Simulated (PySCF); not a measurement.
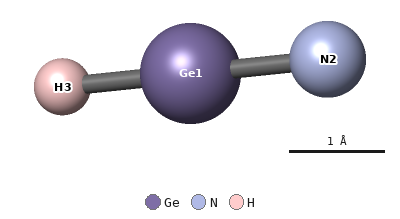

Fig. 1: The input geometry (ball-and-stick view, seen at a tilt; atoms are numbered from 1 in the order of the input). Sticks mark near contacts. Bond lengths as drawn: Ge–H 1.52 Å and Ge–N 1.63 Å.

GeNH: frequency calculation

GeNH, computed with RKS-based PBE0, Ge def2-TZVP, N def2-TZVP, H def2-TZVP; non-relativistic Hamiltonian; density fitting (PySCF 2.14.0).

**The program's output**
```
init E= -2131.91563768799
  HOMO = -0.280051036294779  LUMO = -0.0643481233729799  gap/eV = 5.86958
cycle= 1 E= -2131.91563768797  delta_E= 1.64e-11  |g|= 8.17e-06  |ddm|= 5.95e-06
  HOMO = -0.28005317357296  LUMO = -0.064348781277165  gap/eV = 5.86962
Extra cycle  E= -2131.91563768768  delta_E= 2.94e-10  |g|= 3.46e-05  |ddm|= 2.51e-05
converged SCF energy = -2131.91563768768
```

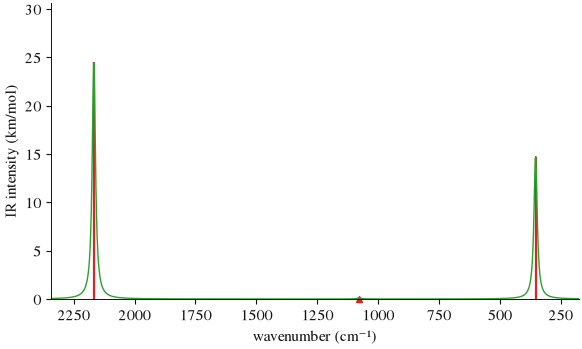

Fig. 2: Harmonic infrared spectrum, unscaled: sticks (degenerate modes added up, dark ones marked on the axis) with a Lorentzian envelope of 16 cm⁻¹ full width, scaled to the tallest stick. 4 modes from 353 to 2167 cm⁻¹, none imaginary. The strongest line is at 2167 cm⁻¹ (24 km/mol). All modes, in cm⁻¹ (km/mol): 353 (7.4), 353 (7.4), 1077 (0.1), 2167 (24).

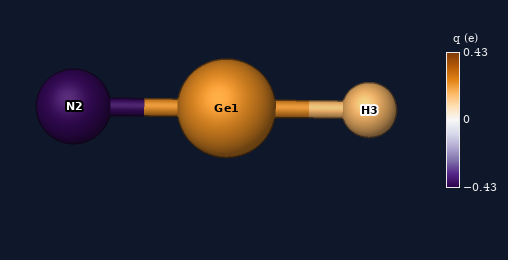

Fig. 3: Mulliken charges, as the colour of each atom (ball-and-stick view, seen at an oblique angle; atoms are numbered from 1 in the order of the input). By element: Ge +0.24, N −0.41 and H +0.17 e.

The run was set up as follows.

**Input file**
```python
from pyscf import gto, scf, dft
mol = gto.M(atom='''
Ge     0.000000    -0.000000     0.239194
N      0.000000    -0.000000    -1.388967
H      0.000000     0.000000     1.759033''',
    basis={'Ge': 'def2-TZVP', 'N': 'def2-TZVP', 'H': 'def2-TZVP'},
    charge=0, spin=0)
mf = dft.RKS(mol, xc='PBE0')
mf.grids.atom_grid = (75, 302)
aux = {'Ge': 'def2-universal-JKFIT', 'N': 'def2-universal-JKFIT', 'H': 'def2-universal-JKFIT'}
mf = mf.density_fit(auxbasis=aux)
mf.conv_tol = 1e-09
mf.diis_space = 10
mf.max_cycle = 60
mf.verbose = 4
mf.kernel()
```

The script is an equivalent of the set-up of the self-consistent field. The run itself was carried out by a driver, which started from the orbitals of the step before it where there was one and computed the further properties.

Run as:
```bash
OMP_NUM_THREADS=2 python axn.py task.json out
```

**Summary**

| quantity | value |
| --- | --- |
| outcome | converged |
| total energy | −2131.915638 hartree |
| HOMO | −7.62 eV |
| LUMO | −1.75 eV |
| zero-point energy | 0.008997 hartree |
| dipole moment | 4.61 D |
| wavenumbers, lowest and highest | 353 and 2167 cm⁻¹ |
| hardware | 2 threads of Arm Neoverse N1, 54 GiB of memory available, shared host |
| wall time | 22 s (CPU time 37 s) |
| peak memory | 0.8 GiB |
